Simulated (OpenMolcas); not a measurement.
# CH3Al (SMILES C[Al]): a chain of runs

Aim: the energy (HF/ANO-R0), then the energy (CASSCF(2,2)/ANO-R1), then the energy along one coordinate (CASPT2(2,2)/ANO-R1), then the energy along one coordinate (SC-NEVPT2(2,2)/ANO-R1), then the energy along one coordinate (MC-PDFT[tPBE](2,2)/ANO-R1) of CH3Al. 

The calculation is run with OpenMolcas 26.06.

### 1 The molecule

CH3Al: 5 atoms, total charge 0, spin state singlet. As SMILES, `C[Al]`. The shape is that of a PBE0-D4/def2-TZVP optimisation.

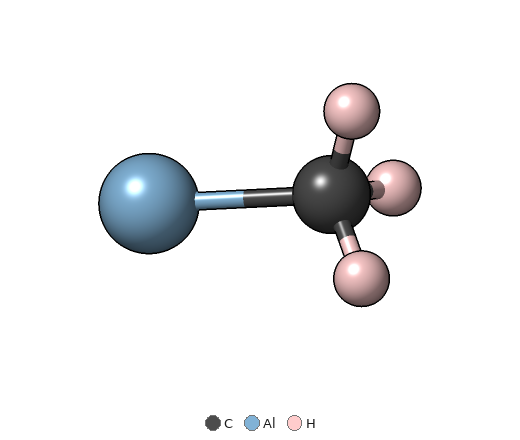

The structure, seen from a chosen angle (carbon dark grey, aluminium light blue, hydrogen pink).

### 2 A single-point energy at HF/ANO-R0 (sfX2C) (run 1)

The input, input.xyz:

```xyz
5

C     -0.131220    -0.057510     0.054000
Al     1.572690     0.689240    -0.647230
H     -0.230740    -1.127460    -0.171770
H     -0.205100     0.049890     1.144270
H     -1.005630     0.445840    -0.379270
```

The input, step1.input:

```
&gateway
coord=input.xyz
basis=ANO-R0
group=NoSym
&seward
&scf
prorbitals=0
&localisation
occupied
freeze
pipek-mezey
&localisation
fileorb=$Project.LocOrb
virtual
pipek-mezey
```

Launch:

```
$ export MOLCAS_MEM=1860
$ pymolcas step1.input > step1.log
```

Log:

```text
--- Start Module: gateway ---
[...]
--- Stop Module: gateway /rc=_RC_ALL_IS_WELL_ ---
[...]
      Basis functions           17
[...]
       Convergence after   9 Iterations
[...]
::    Total SCF energy                               -281.7209286502
[...]
      Total spin, S                                     0.0000000000
[...]
      Total electronic charge=   22.000000
      Total            charge=   -0.000000
[...]
      Dipole Moment (debye):
      Origin of the operator (angstrom)=    0.9381    0.4111   -0.3861
                   X= -1.9139E-01               Y= -8.3891E-02               Z=  7.8758E-02           Total=  2.2331E-01
      Quadrupole Moment (debye*angstrom):
[...]
--- Start Module: localisation ---
[...]
--- Stop Module: localisation /rc=_RC_ALL_IS_WELL_ ---
--- Start Module: localisation ---
[...]
--- Stop Module: localisation /rc=_RC_ALL_IS_WELL_ ---
[...]
```

It took 2.1 s on 1 thread of Arm Neoverse V2, shared host; peak memory 0.37 GiB.

### 3 A single-point energy at CASSCF(2,2)/ANO-R1 (sfX2C) (run 2)

input.xyz is that of step 2.

The input, step2.input:

```
* CH3Al CASSCF
&GATEWAY
COORD=input.xyz
BASIS=ANO-R0
GROUP=NoSym
&SEWARD
&RASSCF
FILEORB=$CurrDir/step1.LocOrb
ALTER=2
1 7 11
1 12 17
SPIN=1
NACTEL=2 0 0
INACTIVE=10
RAS2=2
ORBLISTING=Nothing
>>> COPY $Project.RunFile RUNFIL1
>>> COPY $Project.RasOrb INPORB
&GATEWAY
COORD=input.xyz
BASIS=ANO-R1
GROUP=NoSym
&SEWARD
>>> COPY $Project.RunFile RUNFIL2
&EXPBAS
&RASSCF
FILEORB=$Project.ExpOrb
SPIN=1
NACTEL=2 0 0
INACTIVE=10
RAS2=2
ORBLISTING=Nothing
ORBAPPEAR=Compact
```

Launch:

```
$ export MOLCAS_MEM=1860
$ pymolcas step2.input > step2.log
```

Log:

```text
--- Start Module: gateway ---
[...]
--- Stop Module: gateway /rc=_RC_ALL_IS_WELL_ ---
[...]
      Basis functions           17
[...]
      Number of active orbitals                  2
[...]
      Spin quantum number                      0.0
[...]
      Active orbitals                            2
[...]
      Number of CSFs                             3
[...]
      Number of root(s) required                 1
[...]
      Convergence after 13 iterations
[...]
      printout of CI-coefficients larger than  0.05 for root  1
      energy=    -281.731989
      conf/sym  11     Coeff  Weight
             1  20   0.99543 0.99089
             3  02  -0.09546 0.00911
      Natural orbitals and occupation numbers for root  1
      sym 1:   1.981775   0.018225
      ************************************************************************************************************************
      *                                                    Final results                                                     *
[...]
::    RASSCF root number  1 Total energy:   -281.73198901
[...]
      Basis functions           47
[...]
--- Start Module: expbas ---
[...]
--- Stop Module: expbas /rc=_RC_ALL_IS_WELL_ ---
--- Start Module: rasscf ---
[...]
      Convergence after 17 iterations
[...]
      Natural orbitals and occupation numbers for root  1
      sym 1:   1.983148   0.016852
      ************************************************************************************************************************
      *                                                    Final results                                                     *
[...]
::    RASSCF root number  1 Total energy:   -281.97392071
[...]
      Total electronic charge=   22.000000
      Total            charge=   -0.000000
[...]
      Dipole Moment (debye):
      Origin of the operator (angstrom)=    0.9381    0.4111   -0.3861
                   X= -1.0162E+00               Y= -4.3830E-01               Z=  4.2004E-01           Total=  1.1837E+00
      Quadrupole Moment (debye*angstrom):
[...]
--- Stop Module: rasscf /rc=_RC_ALL_IS_WELL_ ---
[...]
```

It took 5.7 s on 1 thread of Arm Neoverse V2, shared host; peak memory 0.38 GiB.

### 4 An energy scan at CASPT2(2,2)/ANO-R1 (sfX2C, ipea shift 0.25 Eh, pt2 variant SS) (run 3)

The input, step3.inp:

```
* CH3Al CASPT2
>>> COPY $CurrDir/step2.RasOrb $Project.RasOrb
>>> ForEach K in (1, 2, 3, 4, 5, 6, 7, 8, 9)

&GATEWAY
  Coord
  $CurrDir/point$K.xyz
  Basis
  ANO-R1
  Group
  NoSym

&SEWARD

&RASSCF
  FileOrb
  $Project.RasOrb
  Spin
  1
  Nactel
  2 0 0
  Inactive
  10
  Ras2
  2
  OrbListing
  Nothing
  OrbAppear
  Compact

&CASPT2
  Imaginary
  0.2
  Frozen
  6
>>> EndDo
```

Launch:

```
$ export MOLCAS_MEM=1860
$ pymolcas step3.inp > step3.log
```

Log, cut to the lines that bear on the results:

```text
[...]
      Basis functions           47
[...]
      Number of active orbitals                  2
[...]
      Spin quantum number                      0.0
[...]
      Active orbitals                            2
[...]
      Number of CSFs                             3
[...]
      Number of root(s) required                 1
[...]
      Convergence after 14 iterations
[...]
      Natural orbitals and occupation numbers for root  1
      sym 1:   1.988274   0.011726
      ************************************************************************************************************************
      *                                                    Final results                                                     *
[...]
::    RASSCF root number  1 Total energy:   -281.96262366
[...]
      E2 (Variational):          -0.1756964834
[...]
::    CASPT2 Root  1     Total energy:   -282.13832014
[...]
      Convergence after 12 iterations
[...]
      Natural orbitals and occupation numbers for root  1
      sym 1:   1.983150   0.016850
      ************************************************************************************************************************
      *                                                    Final results                                                     *
[...]
      Convergence after 13 iterations
[...]
      Natural orbitals and occupation numbers for root  1
      sym 1:   1.857378   0.142622
      ************************************************************************************************************************
      *                                                    Final results                                                     *
[...]
      Convergence after 16 iterations
[...]
      Natural orbitals and occupation numbers for root  1
      sym 1:   1.728340   0.271660
      ************************************************************************************************************************
      *                                                    Final results                                                     *
[...]
      Convergence after 16 iterations
[...]
::    RASSCF root number  1 Total energy:   -281.82939421
[...]
::    CASPT2 Root  1     Total energy:   -281.99285034
[...]
      Convergence after 13 iterations
[...]
::    RASSCF root number  1 Total energy:   -281.81890809
[...]
      E2 (Variational):          -0.1617578544
[...]
::    CASPT2 Root  1     Total energy:   -281.98066594
[...]
```

It took 30 s on 1 thread of Arm Neoverse V2, shared host; peak memory 0.38 GiB.

The scan, from its lowest point:

```tsv
H3–C1 (Å)	energy (kJ/mol)
0.988	27.9
1.098	0.0
1.208	12.5
1.373	66.4
1.592	156.7
1.867	259.4
2.196	346.8
2.635	409.8
3.294	441.8
```

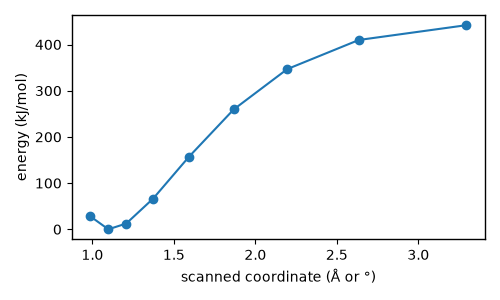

Energy along the scan.

### 5 The energy along one coordinate at SC-NEVPT2(2,2)/ANO-R1 (sfX2C, pt2 variant SC-NEVPT2) (run 4)

The input, step4.inp:

```
>>> COPY $CurrDir/step2.RasOrb $Project.RasOrb
>>> ForEach K in (1, 2, 3, 4, 5, 6, 7, 8, 9)

&GATEWAY
  Coord=$CurrDir/point$K.xyz
  Basis=ANO-R1
  Group=NoSym

&SEWARD

&RASSCF
  FileOrb=$Project.RasOrb
  Spin=1
  Nactel=2 0 0
  Inactive=10
  Ras2=2
  OrbListing=Nothing
  OrbAppear=Compact

&CASPT2
  SC-NEVPT2
  Frozen=6
>>> EndDo
```

Launch:

```
$ export MOLCAS_MEM=1860
$ pymolcas step4.inp > step4.log
```

Log, cut to the lines that bear on the results:

```text
[...]
      Basis functions           47
[...]
      Number of active orbitals                  2
[...]
      Spin quantum number                      0.0
[...]
      Active orbitals                            2
[...]
      Number of CSFs                             3
[...]
      Number of root(s) required                 1
[...]
      Convergence after 14 iterations
[...]
      Natural orbitals and occupation numbers for root  1
      sym 1:   1.988274   0.011726
      ************************************************************************************************************************
      *                                                    Final results                                                     *
[...]
::    RASSCF root number  1 Total energy:   -281.96262366
[...]
      E2 (Variational):          -0.1726753591
[...]
::    SC-NEVPT2 Root  1     Total energy:   -282.13525927
[...]
      Convergence after 12 iterations
[...]
      Natural orbitals and occupation numbers for root  1
      sym 1:   1.983150   0.016850
      ************************************************************************************************************************
      *                                                    Final results                                                     *
[...]
      Convergence after 13 iterations
[...]
      Natural orbitals and occupation numbers for root  1
      sym 1:   1.857378   0.142622
      ************************************************************************************************************************
      *                                                    Final results                                                     *
[...]
      Convergence after 16 iterations
[...]
      Natural orbitals and occupation numbers for root  1
      sym 1:   1.728340   0.271660
      ************************************************************************************************************************
      *                                                    Final results                                                     *
[...]
      Convergence after 16 iterations
[...]
::    RASSCF root number  1 Total energy:   -281.82939421
[...]
::    SC-NEVPT2 Root  1     Total energy:   -281.99089576
[...]
      Convergence after 13 iterations
[...]
::    RASSCF root number  1 Total energy:   -281.81890809
[...]
      E2 (Variational):          -0.1600453097
[...]
::    SC-NEVPT2 Root  1     Total energy:   -281.97895340
[...]
```

Run time: 29 s. Hardware: 1 thread of Arm Neoverse V2, shared host; peak memory 0.38 GiB.

The scan, from its lowest point:

```tsv
H3–C1 (Å)	energy (kJ/mol)
0.988	29.1
1.098	0.0
1.208	11.3
1.373	63.8
1.592	153.3
1.867	256.2
2.196	344.6
2.635	408.2
3.294	439.5
```

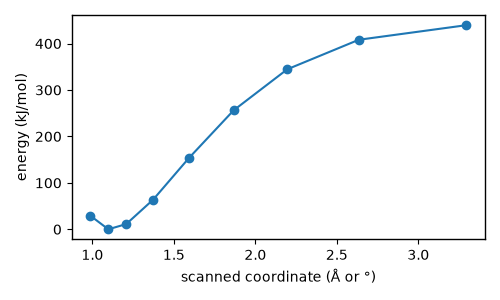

Energy along the scan.

### 6 An energy scan at MC-PDFT[tPBE](2,2)/ANO-R1 (sfX2C) (run 5)

The input, step5.inp:

```
* CH3Al MC-PDFT
>>> COPY $CurrDir/step2.RasOrb $Project.RasOrb
>>> ForEach K in (1, 2, 3, 4, 5, 6, 7, 8, 9)

&GATEWAY
  Coord = $CurrDir/point$K.xyz
  Basis = ANO-R1
  Group = NoSym

&SEWARD

&RASSCF
  FileOrb = $Project.RasOrb
  Spin = 1
  Nactel = 2 0 0
  Inactive = 10
  Ras2 = 2
  OrbListing = Nothing
  OrbAppear = Compact

&MCPDFT
  KSDFT = T:PBE
>>> EndDo
```

Launch:

```
$ export MOLCAS_MEM=1860
$ pymolcas step5.inp > step5.log
```

Log, cut to the lines that bear on the results:

```text
--- Start Module: gateway ---
[...]
      Basis functions           47
[...]
      Number of active orbitals                  2
[...]
      Spin quantum number                      0.0
[...]
      Active orbitals                            2
[...]
      Number of CSFs                             3
[...]
      Number of root(s) required                 1
[...]
      Convergence after 14 iterations
[...]
      Natural orbitals and occupation numbers for root  1
      sym 1:   1.988274   0.011726
      ************************************************************************************************************************
      *                                                    Final results                                                     *
[...]
::    RASSCF root number  1 Total energy:   -281.96262366
[...]
::    MCPDFT root number  1 Total energy:   -282.55134798
[...]
      Convergence after 12 iterations
[...]
      Natural orbitals and occupation numbers for root  1
      sym 1:   1.983150   0.016850
      ************************************************************************************************************************
      *                                                    Final results                                                     *
[...]
      Convergence after 13 iterations
[...]
      Natural orbitals and occupation numbers for root  1
      sym 1:   1.857378   0.142622
      ************************************************************************************************************************
      *                                                    Final results                                                     *
[...]
      Convergence after 16 iterations
[...]
      Natural orbitals and occupation numbers for root  1
      sym 1:   1.728340   0.271660
      ************************************************************************************************************************
      *                                                    Final results                                                     *
[...]
      Convergence after 16 iterations
[...]
::    RASSCF root number  1 Total energy:   -281.82939421
[...]
::    MCPDFT root number  1 Total energy:   -282.39821725
[...]
      Convergence after 13 iterations
[...]
::    RASSCF root number  1 Total energy:   -281.81890809
[...]
      Total electronic charge=   22.000000
      Total            charge=   -0.000000
[...]
::    MCPDFT root number  1 Total energy:   -282.38517374
[...]
```

It took 34 s on 1 thread of Arm Neoverse V2, shared host; peak memory 0.38 GiB.

The scan, from its lowest point:

```tsv
H3–C1 (Å)	energy (kJ/mol)
0.988	27.8
1.098	0.0
1.208	12.2
1.373	66.0
1.592	157.5
1.867	264.2
2.196	358.9
2.635	429.9
3.294	464.1
```

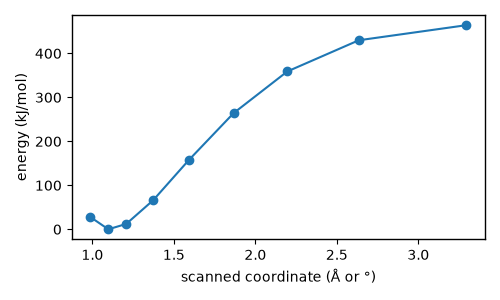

Energy along the scan.

### 7 Summary of results

```
                                                   quantity          value
                             run 1, HF/ANO-R0: total energy  -281.72093 Eh
                            run 1, HF/ANO-R0: dipole moment         0.22 D
                              run 1, HF/ANO-R0: HOMO energy       -7.88 eV
                              run 1, HF/ANO-R0: LUMO energy        1.47 eV
                            run 1, HF/ANO-R0: HOMO–LUMO gap        9.35 eV
                    run 2, CASSCF(2,2)/ANO-R1: total energy  -281.97392 Eh
  run 2, CASSCF(2,2)/ANO-R1: dipole moment (CASSCF density)         1.18 D
       run 3, CASPT2(2,2)/ANO-R1: lowest energy of the scan  -282.14894 Eh
    run 4, SC-NEVPT2(2,2)/ANO-R1: lowest energy of the scan  -282.14636 Eh
run 5, MC-PDFT[tPBE](2,2)/ANO-R1: lowest energy of the scan  -282.56194 Eh
```

**Reading.** Mulliken charges (run 2, CASSCF(2,2)/ANO-R1) run from -0.70 on C1 to +0.48 on Al2; they depend strongly on the basis.
